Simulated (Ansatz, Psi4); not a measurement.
How methods differ on C2H8N2 (1,1-dimethylhydrazine)

C2H8N2: 12 atoms, total charge 0, spin state singlet. As SMILES, `CN(C)N`. Geometry: relaxed at PBE0-D4/def2-TZVP. This is one conformer, not always the lowest.

```xyz
12

C    -0.9528   -0.7992   -0.0478
N    -0.0543    0.2049    0.4718
C     1.3290   -0.1610    0.2852
N    -0.2732    1.4766   -0.0988
H    -0.7589   -1.7594    0.4357
H    -0.8449   -0.9352   -1.1408
H    -1.9862   -0.5144    0.1619
H     1.5275   -1.1054    0.7966
H     1.9638    0.6156    0.7097
H     1.5959   -0.2853   -0.7803
H    -0.4342    1.3953   -1.1064
H    -1.1115    1.8675    0.3131
```

Quantity: the dipole moment, in D. The values are calculated.

```json
{"level": "B3LYP/6-31G* (spherical functions)", "kind": "global hybrid", "program": "Ansatz", "value (D)": "1.61", "CPU time": "10 s"}
{"level": "B3LYP/6-31G* (Cartesian functions)", "kind": "global hybrid", "program": "Ansatz", "value (D)": "1.62", "CPU time": "10 s"}
{"level": "CAM-B3LYP/6-31G* (spherical functions)", "kind": "range-separated hybrid", "program": "Psi4", "value (D)": "1.67", "CPU time": "31 s"}
{"level": "wB97M-V/6-31G* (spherical functions)", "kind": "range-separated hybrid", "program": "Psi4", "value (D)": "1.66", "CPU time": "7 min"}
{"level": "wB97X/6-31G* (spherical functions)", "kind": "range-separated hybrid", "program": "Psi4", "value (D)": "1.70", "CPU time": "40 s"}
```

The values span 1.61 to 1.70 D. Magnitudes only. Times are those of the runs behind each value, whatever else they computed, on shared processors of several kinds: orders of magnitude only.

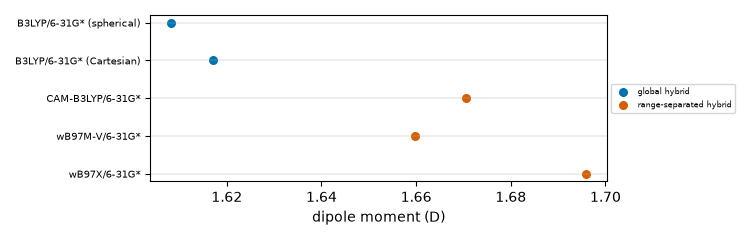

The values of the table, level by level.
